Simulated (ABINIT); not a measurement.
**AlBiS3 (Pm-3m): phonons by linear response**

How does AlBiS3 (Pm-3m) vibrate, and is this structure a minimum?

Main program and level: ABINIT 10.8.3; DFT PBE, scalar-relativistic, plane waves, PseudoDojo norm-conserving pseudopotentials.

The structure was built from a prototype and need not be the compound's stable phase.

### 1. Set-up

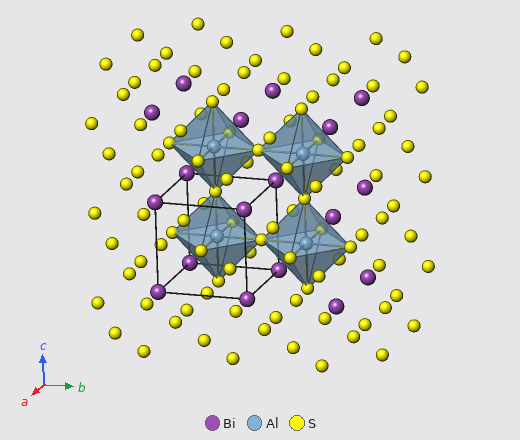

Start, viewed slightly off an axis; bismuth purple, aluminium light blue, sulfur yellow. 1×2×2 cells are drawn. Some periodic images of atoms are drawn too.

As a file:

```cif
data_structure
_symmetry_space_group_name_H-M 'Pm-3m'
_symmetry_Int_Tables_number 221
_cell_length_a 4.6172
_cell_length_b 4.6172
_cell_length_c 4.6172
_cell_angle_alpha 90.000
_cell_angle_beta 90.000
_cell_angle_gamma 90.000
_cell_volume 98.43
loop_
_atom_site_label
_atom_site_type_symbol
_atom_site_symmetry_multiplicity
_atom_site_Wyckoff_symbol
_atom_site_fract_x
_atom_site_fract_y
_atom_site_fract_z
_atom_site_occupancy
Bi1 Bi 1 a 0.00000 0.00000 0.00000 1
Al1 Al 1 b 0.50000 0.50000 0.50000 1
S1 S 3 c 0.50000 0.50000 0.00000 1
```

### 2. A first look

A first run with smearing and empty bands tells whether the crystal has a gap, which decides between fixed occupations and smearing later on.

Contents of probe.abi:

```
# ground state
tolvrs 1.0d-08
prtden 1
prtwf 1

# basis, mesh and filling
ecut 29.0
ngkpt 4 4 4
nshiftk 1
shiftk 0.0 0.0 0.0
istwfk *1
occopt 7
tsmear 0.005
nband 26
nstep 100
diemac 9.0
prtebands 0
prtgsr 0
useylm 1

# cell and atoms
acell 8.725243463 8.725243463 8.725243463
rprim 
    1.0 0.0 0.0
    0.0 1.0 0.0
    0.0 0.0 1.0
ntypat 3
znucl 83 13 16
natom 5
typat 1 2 3 3 3
xred 
    0.0 0.0 0.0
    0.5 0.5 0.5
    0.5 0.5 0.0
    0.5 0.0 0.5
    0.0 0.5 0.5
pp_dirpath "./pseudo"
pseudos "Bi.upf, Al.upf, S.upf"
```

On the command line:

```console
$ OMP_NUM_THREADS=1 mpirun -n 4 abinit probe.abi > probe.log
```

Numbers of over 12 decimals in the logs are rounded to 6 here.

probe.abo, the main output file:

```text
[banners, grids, parts of the stress and lines that vanish by symmetry left out]
- input  file    -> probe.abi
- output file    -> probe.abo
- root for input  files -> probei
[...]
Symmetries : space group Pm -3 m (#221); Bravais cP (primitive cubic)
[...]
mpw =        4982          nfft =       91125          nkpt =          10
[...]
== DATASET  1 ==================================================================
[...]
cutoff_energies: {ecut:  29.0, pawecutdg:  -1.0, }
[...]
ETOT  1  -117.21623960176    -1.172E+02 6.723E-02 1.042E+03
 ETOT  2  -117.34786179607    -1.316E-01 9.647E-03 4.632E+02
 ETOT  3  -117.43409803706    -8.624E-02 4.387E-03 4.832E+00
 ETOT  4  -117.43470520086    -6.072E-04 2.508E-03 6.190E-02
 ETOT  5  -117.43472563266    -2.043E-05 2.314E-03 6.721E-04
 ETOT  6  -117.43472575515    -1.225E-07 3.240E-03 2.061E-05
 ETOT  7  -117.43472575743    -2.286E-09 9.833E-04 2.185E-06
 ETOT  8  -117.43472575768    -2.463E-10 1.642E-03 2.458E-07
 ETOT  9  -117.43472575770    -2.257E-11 4.577E-04 2.600E-09
 At SCF step    9       vres2   =  2.60E-09 < tolvrs=  1.00E-08 =>converged.
[...]
sigma(1 1)= -6.49506384E-05  sigma(3 2)=  0.00000000E+00
  sigma(2 2)= -6.49506384E-05  sigma(3 1)=  0.00000000E+00
  sigma(3 3)= -6.49506384E-05  sigma(2 1)=  0.00000000E+00
[...]
convergence: {deltae: -2.257E-11, res2:  2.600E-09, residm:  4.577E-04, diffor: null, }
etotal    :  -1.17434726E+02
[...]
sigma(1 1)= -6.49506384E-05  sigma(3 2)=  0.00000000E+00
  sigma(2 2)= -6.49506384E-05  sigma(3 1)=  0.00000000E+00
  sigma(3 3)= -6.49506384E-05  sigma(2 1)=  0.00000000E+00
[...]
- sigma(1 1)= -1.91091376E+00  sigma(3 2)=  0.00000000E+00
- sigma(2 2)= -1.91091376E+00  sigma(3 1)=  0.00000000E+00
- sigma(3 3)= -1.91091376E+00  sigma(2 1)=  0.00000000E+00
[...]
fcart     -0.0000000000E+00 -0.0000000000E+00 -0.0000000000E+00
           strten     -6.4950638403E-05 -6.4950638403E-05 -6.4950638403E-05
================================================================================

[key lines of the parts left out:]
pressure_GPa:   1.9109E+00
```

It took 58 s on 4 MPI ranks of Intel Xeon at 2.50GHz (Skylake/Cascade Lake), shared host.

Numbers from this step:

| Item | Value |
| --- | --- |
| volume per atom | 19.69 Å³ |
| pressure | 1.911 GPa |
| gap on the k-mesh | 0 eV |

No gap opens on this mesh, so smearing is kept; the printed pressure holds the stress of the finite basis too.

### 3. Rough relaxation

The typed start is rough, so a first relaxation with smearing and loose thresholds takes it towards rest cheaply.

Contents of prerelax.abi:

```
# relaxation
ionmov 2
optcell 2
dilatmx 1.15
chkdilatmx 0
ntime 40
tolmxf 3.0d-04
tolvrs 1.0d-10
prtwf 0
prtden 0
chksymtnons 0

# basis, mesh and filling
ecut 30.0
ecutsm 3.0
ngkpt 4 4 4
nshiftk 1
shiftk 0.0 0.0 0.0
istwfk *1
occopt 7
tsmear 0.005
nband 26
nstep 100
diemac 1000000.0
prtebands 0
prtgsr 0
useylm 1

# cell and atoms
acell 8.725243463 8.725243463 8.725243463
rprim 
    1.0 0.0 0.0
    0.0 1.0 0.0
    0.0 0.0 1.0
ntypat 3
znucl 83 13 16
natom 5
typat 1 2 3 3 3
xred 
    0.0 0.0 0.0
    0.5 0.5 0.5
    0.5 0.5 0.0
    0.5 0.0 0.5
    0.0 0.5 0.5
pp_dirpath "./pseudo"
pseudos "Bi.upf, Al.upf, S.upf"
```

On the command line:

```console
$ OMP_NUM_THREADS=1 mpirun -n 4 abinit prerelax.abi > prerelax.log
```

prerelax.abo, the main output file:

```text
[banners, grids, parts of the stress and lines that vanish by symmetry left out]
- input  file    -> prerelax.abi
- output file    -> prerelax.abo
- root for input  files -> prerelaxi
[...]
Symmetries : space group Pm -3 m (#221); Bravais cP (primitive cubic)
[...]
mpw =        8025          nfft =      125000          nkpt =          10
[...]
== DATASET  1 ==================================================================
[...]
cutoff_energies: {ecut:  30.0, pawecutdg:  -1.0, }
[...]
ETOT  1  -117.22775635052    -1.172E+02 5.779E-02 1.410E+03
 ETOT  2  -117.39189350781    -1.641E-01 3.448E-03 2.755E+02
 ETOT  3  -117.43405625958    -4.216E-02 5.018E-03 5.709E+00
 ETOT  4  -117.43453580666    -4.795E-04 1.676E-03 7.836E-02
 ETOT  5  -117.43455028722    -1.448E-05 1.764E-03 1.336E-03
[...]
At SCF step   10       vres2   =  7.47E-12 < tolvrs=  1.00E-10 =>converged.
[...]
ETOT 10  -117.43518126768    -8.285E-12 6.457E-06 1.493E-13
 At SCF step   10       vres2   =  1.49E-13 < tolvrs=  1.00E-10 =>converged.
[...]
sigma(1 1)= -1.76592088E-06  sigma(3 2)=  0.00000000E+00
  sigma(2 2)= -1.76592088E-06  sigma(3 1)=  0.00000000E+00
  sigma(3 3)= -1.76592088E-06  sigma(2 1)=  0.00000000E+00
[...]
convergence: {deltae: -8.285E-12, res2:  1.493E-13, residm:  6.457E-06, diffor: null, }
etotal    :  -1.17435181E+02
[...]
At Broyd/MD step   3, gradients are converged :
[...]
sigma(1 1)= -1.76592088E-06  sigma(3 2)=  0.00000000E+00
  sigma(2 2)= -1.76592088E-06  sigma(3 1)=  0.00000000E+00
  sigma(3 3)= -1.76592088E-06  sigma(2 1)=  0.00000000E+00
[...]
- sigma(1 1)= -5.19551860E-02  sigma(3 2)=  0.00000000E+00
- sigma(2 2)= -5.19551860E-02  sigma(3 1)=  0.00000000E+00
- sigma(3 3)= -5.19551860E-02  sigma(2 1)=  0.00000000E+00
[...]
fcart     -0.0000000000E+00 -0.0000000000E+00 -0.0000000000E+00
           strten     -1.7659208802E-06 -1.7659208802E-06 -1.7659208802E-06
================================================================================

[key lines of the parts left out:]
pressure_GPa:   5.1955E-02
Total energy (etotal) [Ha]= -1.17435181267683E+02
```

Elapsed: 3.9 min, on 4 MPI ranks.

Relaxation path:

```csv
step,energy less that of the first step (eV),largest force (eV/Å),volume (Å³)
1,0.0000,0.0000,98.43
2,-0.0078,0.0000,99.09
3,-0.0172,0.0000,100.94
```

```csv
"conventional cell, symmetrised",before,after,change
a (Å),4.617,4.656,+0.8 %
b (Å),4.617,4.656,+0.8 %
c (Å),4.617,4.656,+0.8 %
volume (Å³/atom),19.69,20.19,+2.5 %
```

Read from the output:

- volume per atom: 20.19 Å³
- pressure: 0.05196 GPa

The volume changes by +2.5 % in this run and stands +2.5 % from the first cell.

### 4. Relaxation

The harmonic expansion needs vanishing forces, and a free crystal bears no stress, so cell and atoms are brought to rest. Stress is more sensitive to the basis than forces are: the last 3 Ha under the cutoff are smoothed with ecutsm, and the cutoff is raised above that of the later runs.

Contents of relax.abi:

```
# relaxation
ionmov 2
optcell 2
dilatmx 1.08
ntime 40
tolmxf 1.0d-05
tolvrs 1.0d-14
prtwf 0
prtden 0
chksymtnons 0

# basis, mesh and filling
ecut 36.0
ecutsm 3.0
ngkpt 6 6 6
nshiftk 1
shiftk 0.0 0.0 0.0
istwfk *1
occopt 7
tsmear 0.01
nband 26
nstep 100
diemac 1000000.0
prtebands 0
prtgsr 0
useylm 1

# cell and atoms
acell 8.798778428 8.798778428 8.798778428
rprim 
    1.0 0.0 0.0
    0.0 1.0 0.0
    0.0 0.0 1.0
ntypat 3
znucl 83 13 16
natom 5
typat 1 2 3 3 3
xred 
    0.0 0.0 0.0
    0.5 0.5 0.5
    0.5 0.5 0.0
    0.5 0.0 0.5
    0.0 0.5 0.5
pp_dirpath "./pseudo"
pseudos "Bi.upf, Al.upf, S.upf"
```

On the command line:

```console
$ OMP_NUM_THREADS=1 mpirun -n 4 abinit relax.abi > relax.log
```

relax.abo, the main output file:

```text
[banners, grids, parts of the stress and lines that vanish by symmetry left out]
- input  file    -> relax.abi
- output file    -> relax.abo
- root for input  files -> relaxi
[...]
Symmetries : space group Pm -3 m (#221); Bravais cP (primitive cubic)
[...]
mpw =        8892          nfft =      157464          nkpt =          20
[...]
== DATASET  1 ==================================================================
[...]
cutoff_energies: {ecut:  36.0, pawecutdg:  -1.0, }
[...]
ETOT  1  -117.22175067565    -1.172E+02 8.997E-02 1.774E+03
 ETOT  2  -117.37051691415    -1.488E-01 8.457E-03 4.750E+02
 ETOT  3  -117.42731848526    -5.680E-02 4.437E-03 5.764E+01
 ETOT  4  -117.43162906642    -4.311E-03 2.315E-03 9.138E+00
 ETOT  5  -117.43244128746    -8.122E-04 1.160E-03 1.679E-01
[...]
At SCF step   13       vres2   =  1.20E-15 < tolvrs=  1.00E-14 =>converged.
[...]
sigma(1 1)= -1.50106213E-05  sigma(3 2)=  0.00000000E+00
  sigma(2 2)= -1.50106213E-05  sigma(3 1)=  0.00000000E+00
  sigma(3 3)= -1.50106213E-05  sigma(2 1)=  0.00000000E+00
[...]
convergence: {deltae: -2.984E-13, res2:  1.205E-15, residm:  1.143E-04, diffor: null, }
etotal    :  -1.17432458E+02
[...]
ETOT  1  -117.43240743845    -1.174E+02 4.235E-05 7.783E-01
[...]
At SCF step   10       vres2   =  1.90E-15 < tolvrs=  1.00E-14 =>converged.
[...]
sigma(1 1)= -1.13141113E-05  sigma(3 2)=  0.00000000E+00
  sigma(2 2)= -1.13141113E-05  sigma(3 1)=  0.00000000E+00
  sigma(3 3)= -1.13141113E-05  sigma(2 1)=  0.00000000E+00
[...]
convergence: {deltae:  8.541E-12, res2:  1.900E-15, residm:  5.020E-06, diffor: null, }
etotal    :  -1.17432470E+02
[...]
ETOT  1  -117.43190134386    -1.174E+02 4.647E-06 7.300E+00
[...]
ETOT 10  -117.43248600421    -1.705E-13 4.710E-07 2.924E-14
 ETOT 11  -117.43248600421     5.102E-12 1.723E-07 2.572E-15
 At SCF step   11       vres2   =  2.57E-15 < tolvrs=  1.00E-14 =>converged.
[...]
sigma(1 1)= -8.43845109E-08  sigma(3 2)=  0.00000000E+00
  sigma(2 2)= -8.43845109E-08  sigma(3 1)=  0.00000000E+00
  sigma(3 3)= -8.43845109E-08  sigma(2 1)=  0.00000000E+00
[...]
convergence: {deltae:  5.102E-12, res2:  2.572E-15, residm:  1.723E-07, diffor: null, }
etotal    :  -1.17432486E+02
[...]
At Broyd/MD step   3, gradients are converged :
[...]
sigma(1 1)= -8.43845109E-08  sigma(3 2)=  0.00000000E+00
  sigma(2 2)= -8.43845109E-08  sigma(3 1)=  0.00000000E+00
  sigma(3 3)= -8.43845109E-08  sigma(2 1)=  0.00000000E+00
[...]
- sigma(1 1)= -2.48267802E-03  sigma(3 2)=  0.00000000E+00
- sigma(2 2)= -2.48267802E-03  sigma(3 1)=  0.00000000E+00
- sigma(3 3)= -2.48267802E-03  sigma(2 1)=  0.00000000E+00
[...]
fcart     -0.0000000000E+00 -0.0000000000E+00 -0.0000000000E+00
           strten     -8.4384510872E-08 -8.4384510870E-08 -8.4384510891E-08
================================================================================

[key lines of the parts left out:]
pressure_GPa:   2.4827E-03
Total energy (etotal) [Ha]= -1.17432486004206E+02
```

Wall time 8 min (4 MPI ranks); 29 min of CPU time.

Relaxation path:

```csv
step,energy less that of the first step (eV),largest force (eV/Å),volume (Å³)
1,0.0000,0.0000,100.94
2,-0.0003,0.0000,101.08
3,-0.0008,0.0000,101.50
```

```csv
"conventional cell, symmetrised",before,after,change
a (Å),4.656,4.665,+0.2 %
b (Å),4.656,4.665,+0.2 %
c (Å),4.656,4.665,+0.2 %
volume (Å³/atom),20.19,20.30,+0.6 %
```

Final coordinates:

```xyz
5
Lattice="4.6647 0.0000 0.0000 0.0000 4.6647 0.0000 0.0000 0.0000 4.6647" Properties=species:S:1:pos:R:3 pbc="T T T"
Bi    0.0000    0.0000    0.0000
Al    2.3323    2.3323    2.3323
S     2.3323    2.3323    0.0000
S     2.3323    0.0000    2.3323
S     0.0000    2.3323    2.3323
```

Read from the output:

- volume per atom: 20.30 Å³
- pressure: 0.002483 GPa

The volume changes by +0.6 % in this run and stands +3.1 % from the first cell.

### 5. Self-consistent run for the response

First-order wavefunctions inherit every error of the ground state, hence the very tight tolvrs. Smearing stays on, as the first look found no gap above 0.3 eV.

Contents of gs.abi:

```
# ground state
tolvrs 1.0d-16
prtden 1
prtwf 1

# basis, mesh and filling
ecut 29.0
ngkpt 6 6 6
nshiftk 1
shiftk 0.0 0.0 0.0
istwfk *1
occopt 7
tsmear 0.01
nband 26
nstep 100
diemac 1000000.0
prtebands 0
prtgsr 0
useylm 1

# cell and atoms
acell 8.814935007 8.814935007 8.814935007
rprim 
    1.0 0.0 0.0
    0.0 1.0 0.0
    0.0 0.0 1.0
ntypat 3
znucl 83 13 16
natom 5
typat 1 2 3 3 3
xred 
    0.0 0.0 0.0
    0.5 0.5 0.5
    0.5 0.5 0.0
    0.5 0.0 0.5
    0.0 0.5 0.5
pp_dirpath "./pseudo"
pseudos "Bi.upf, Al.upf, S.upf"
```

On the command line:

```console
$ OMP_NUM_THREADS=1 mpirun -n 4 abinit gs.abi > gs.log
```

gs.abo, the main output file:

```text
[banners, grids, parts of the stress and lines that vanish by symmetry left out]
- input  file    -> gs.abi
- output file    -> gs.abo
- root for input  files -> gsi
[...]
Symmetries : space group Pm -3 m (#221); Bravais cP (primitive cubic)
[...]
mpw =        5137          nfft =       91125          nkpt =          20
[...]
== DATASET  1 ==================================================================
[...]
cutoff_energies: {ecut:  29.0, pawecutdg:  -1.0, }
[...]
ETOT  1  -117.22366077158    -1.172E+02 6.611E-02 1.038E+03
 ETOT  2  -117.36766292702    -1.440E-01 4.437E-03 2.883E+02
 ETOT  3  -117.42673209715    -5.907E-02 2.614E-03 3.411E+01
 ETOT  4  -117.43109635228    -4.364E-03 1.535E-03 5.905E+00
 ETOT  5  -117.43201737175    -9.210E-04 1.056E-03 7.286E-02
[...]
ETOT 13  -117.43203013867     7.972E-12 8.006E-05 1.164E-15
 ETOT 14  -117.43203013867    -1.307E-12 4.749E-05 6.336E-18
 At SCF step   14       vres2   =  6.34E-18 < tolvrs=  1.00E-16 =>converged.
[...]
sigma(1 1)=  8.92575179E-06  sigma(3 2)=  0.00000000E+00
  sigma(2 2)=  8.92575179E-06  sigma(3 1)=  0.00000000E+00
  sigma(3 3)=  8.92575179E-06  sigma(2 1)=  0.00000000E+00
[...]
convergence: {deltae: -1.307E-12, res2:  6.336E-18, residm:  4.749E-05, diffor: null, }
etotal    :  -1.17432030E+02
[...]
sigma(1 1)=  8.92575179E-06  sigma(3 2)=  0.00000000E+00
  sigma(2 2)=  8.92575179E-06  sigma(3 1)=  0.00000000E+00
  sigma(3 3)=  8.92575179E-06  sigma(2 1)=  0.00000000E+00
[...]
- sigma(1 1)=  2.62604684E-01  sigma(3 2)=  0.00000000E+00
- sigma(2 2)=  2.62604684E-01  sigma(3 1)=  0.00000000E+00
- sigma(3 3)=  2.62604684E-01  sigma(2 1)=  0.00000000E+00
[...]
fcart     -0.0000000000E+00 -0.0000000000E+00 -0.0000000000E+00
           strten      8.9257517903E-06  8.9257517903E-06  8.9257517903E-06
================================================================================

[key lines of the parts left out:]
pressure_GPa:  -2.6260E-01
```

The job ended after 1.7 min (4 MPI ranks; 6.3 min of CPU time).

This step gave:

- pressure: -0.2626 GPa

The cell stands at -0.26 GPa: the relaxation ran with a smoothed and higher cutoff, and the difference is a stress of the finite basis.

[end of part 1 of 6]

[Host names and launcher messages were left out of these logs when they were recorded.]

[Logs are printed without paths, hosts, clocks, repeated set-up lines and the standing remarks that a program may print on its own settings, such as how far it seeks lower states.]

[Hosts, paths, dates, database ids (printed as entryN), source tags and the programs' standing remarks are cut or masked in the printed files.]
